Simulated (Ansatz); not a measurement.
# Optical response of H3C2, part 2 of 2

Aim: the dielectric function of H3C2, and the optical constants that follow from it. The cell comes from an older database entry, whose edges can differ from later determinations, mostly by under a per cent.

Ansatz 0.2.0; DFT, PBE, plane-wave PAW, default files, scalar-relativistic, independent-particle optical response without local fields.

So far. Step 2 (Ground state and bands): There is a gap, 4.87 eV on the path, so no carriers' term is needed. The cell is left with a pressure of 3.7 GPa and forces up to 1.73 eV/Å, as it stands unrelaxed at this level.

### 3. Spectrum (continued)

Table of Re ε by photon energy:

```csv
photon energy (eV),E ∥ x,E ∥ y,E ∥ z
0,3.28,2.34,2.75
1,3.31,2.35,2.77
2,3.44,2.39,2.84
3,3.69,2.45,2.98
4,4.18,2.57,3.26
5,5.42,2.79,3.89
6,12.2,3.80,6.46
7,-4.99,2.38,-0.664
8,-0.692,2.73,1.49
9,0.926,3.26,2.72
10,2.50,4.19,2.39
11,1.52,3.02,1.85
12,0.855,3.17,1.44
13,1.61,1.15,0.904
14,0.584,-0.0544,0.147
```

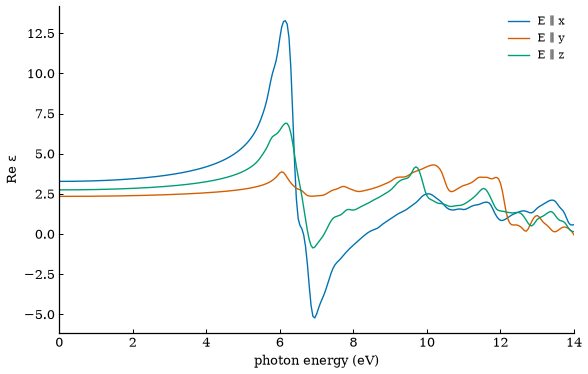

Re ε against photon energy.

The refractive index n and extinction k by photon energy:

```csv
photon energy (eV),"n, E ∥ x","k, E ∥ x","n, E ∥ y","k, E ∥ y"
0,1.81,0,1.53,0
2,1.85,0,1.55,0
4,2.05,0,1.60,0
6,3.53,0.518,1.95,0.101
8,0.538,0.990,1.67,0.248
10,1.62,0.358,2.08,0.377
12,1.25,0.838,2.13,1.17
14,1.29,1.04,1.22,1.24
```

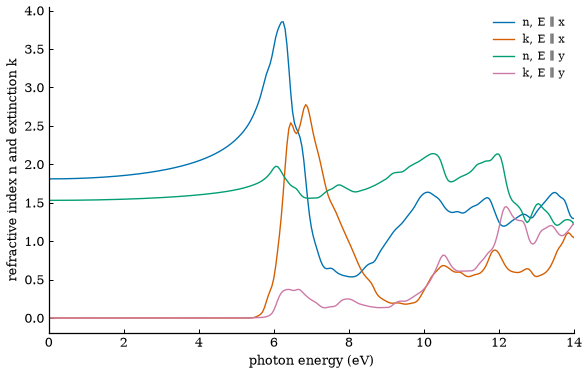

Refractive index n and extinction k, plotted against photon energy.

The reflectivity at normal incidence has structure finer than the step of the table below, so its rows give means over 1 eV, whole bins alone (the curve runs from 0 to 14 eV). Peaks (eV: height): E ∥ x 7.2: 57.9, 11.9: 14.4; E ∥ y 6.1: 11.2, 10.4: 17.2, 12.2: 27.5, 13.4: 22.9; E ∥ z 6.8: 33.7, 9.9: 17.4, 12.8: 18.7.

The reflectivity at normal incidence by photon energy; means over each step:

```csv
photon energy (eV),E ∥ x (%),E ∥ y (%),E ∥ z (%)
1,8.48,4.45,6.23
2,8.97,4.60,6.53
3,9.96,4.88,7.13
4,11.9,5.37,8.28
5,16.3,6.36,11.0
6,33.4,9.32,21.1
7,52.9,6.34,23.5
8,33.2,6.97,3.90
9,3.31,8.67,7.01
10,6.87,13.9,14.5
11,8.49,13.8,10.5
12,10.8,22.3,15.8
13,9.00,20.8,15.1
```

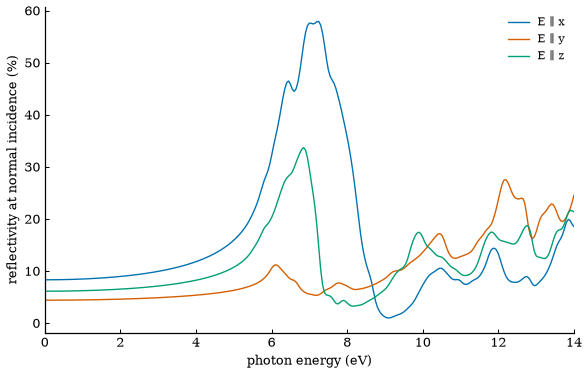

Reflectivity at normal incidence against photon energy.

The loss function −Im 1/ε at q → 0 has structure finer than the step of the table below, so its rows give means over 0.5 eV, whole bins alone (the curve runs from 0 to 14 eV). Peaks (eV: height): E ∥ x 8.40: 1.35, 12.15: 0.454; E ∥ y 6.75: 0.157, 10.65: 0.189, 12.80: 0.369, 13.60: 0.374; E ∥ z 7.30: 0.755, 10.70: 0.284, 12.95: 0.424.

The loss function −Im 1/ε at q → 0 by energy loss; means over each step:

```csv
energy loss (eV),E ∥ x,E ∥ y,E ∥ z
5.0,0,1.1e-5,0
5.5,0.00215,0.00150,0.00451
6.0,0.0244,0.0386,0.0433
6.5,0.0691,0.133,0.117
7.0,0.103,0.119,0.380
7.5,0.256,0.0636,0.521
8.0,0.708,0.0940,0.275
8.5,1.26,0.0648,0.134
9.0,0.466,0.0482,0.0751
9.5,0.173,0.0619,0.0864
10.0,0.159,0.0804,0.189
10.5,0.283,0.152,0.266
11.0,0.315,0.161,0.261
11.5,0.264,0.140,0.190
12.0,0.387,0.156,0.268
12.5,0.370,0.270,0.300
13.0,0.315,0.313,0.384
13.5,0.249,0.342,0.315
```

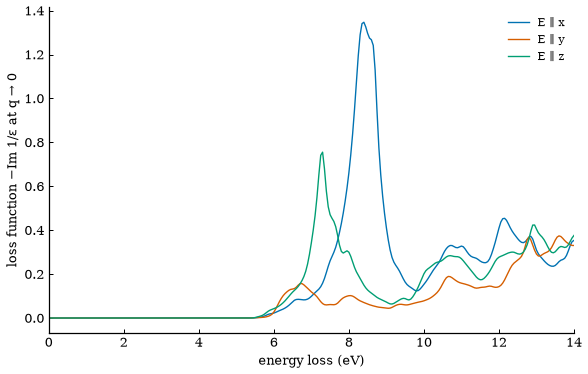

Loss function −Im 1/ε at q → 0 against energy loss.

From ε follow the optical constants at some laser and lamp lines:

```csv
wavelength (nm),n x,k x,R (%) x,1/α x,n y,k y,R (%) y,1/α y
1064,1.82,0.000,8.5,over 1 mm,1.54,0.000,4.5,over 1 mm
532,1.87,0.000,9.2,over 1 mm,1.55,0.000,4.7,over 1 mm
450,1.90,0.000,9.6,over 1 mm,1.56,0.000,4.8,over 1 mm
405,1.93,0.000,10.0,over 1 mm,1.57,0.000,4.9,over 1 mm
365,1.96,0.000,10.5,over 1 mm,1.58,0.000,5.0,over 1 mm
248,2.33,0.000,15.9,over 1 mm,1.67,0.000,6.3,over 1 mm
193,3.10,2.500,46.3,6.1 nm,1.74,0.370,9.0,42 nm
```

Rows near the edge hang on the gap, which this functional as a rule makes too small, and phonon-assisted absorption is left out.

A film 1 µm thick would pass 87 % of daylight and look colourless in transmission (x = 0.313, y = 0.330).

The f-sum over the summed bands holds 16.8 of the cell's 22 electrons outside the frozen cores. Up to 14 eV the strength has a mean oscillator energy of 8.3 eV, and these transitions give 81 % of ε∞ − 1 along x; the rest comes from higher ones.

### 4. Results

```yaml
gap_on_the_path: 4.87 eV
least_direct_gap_on_the_path: 5.28 eV
electronic_dielectric_constant_eps_infinity_mean_over_x_y_and_z_by_symmetry_where_fewer_were_run_independent_particles: 2.79
absorption_onset_first_axis_alpha_over_1e4_cm_minus1_or_the_direct_gap_if_that_lies_higher: 5.53 eV
main_peak_of_im_epsilon_first_axis: 6.38 eV
centre_of_weight_of_the_strongest_loss_peak_in_the_window_first_axis: 8.44 eV
```

In words: At this level (PBE, independent particles) H3C2 has a mean ε∞ = 2.79 and n = 1.82 at 1550 nm (E ∥ x); absorption sets in near 5.5 eV, and Im ε peaks at 6.4 eV (E ∥ x). The gap is indirect (4.87 eV), so absorption without phonons can begin only at the direct gap of 5.28 eV. The absorption coefficient passes 10⁴ cm⁻¹ at 5.53 eV, in the ultraviolet, so the visible is passed. The strongest loss structure up to 14 eV has its centre of weight at 8.4 eV; a free-electron gas of the 16.8 electrons in the f-sum would put its plasmon at 15.8 eV. Distinct maxima of Im ε, read by a parabola through the highest points, lie at 6.38 eV (16) and 11.81 eV (2.5) for E ∥ x. The f-sum over the summed bands holds 16.8 of the cell's 22 electrons outside the frozen cores. Up to 14 eV the strength has a mean oscillator energy of 8.3 eV, and these transitions give 81 % of ε∞ − 1 along x; the rest comes from higher ones. A film 1 µm thick would pass 87 % of daylight and look colourless in transmission (x = 0.313, y = 0.330). Excitons and phonon-assisted transitions are missing, and so are local fields; PBE gaps are as a rule too small, which pulls the onset down and ε∞ up. In the base run ε includes the program's bounded estimate of what the bands above those summed add.

[Logs are printed without paths, hosts, clocks, repeated set-up lines and the standing remarks that a program may print on its own settings, such as how far it seeks lower states.]

[Hosts, paths, dates, database ids (printed as entryN), source tags and the programs' standing remarks are cut or masked in the printed files.]
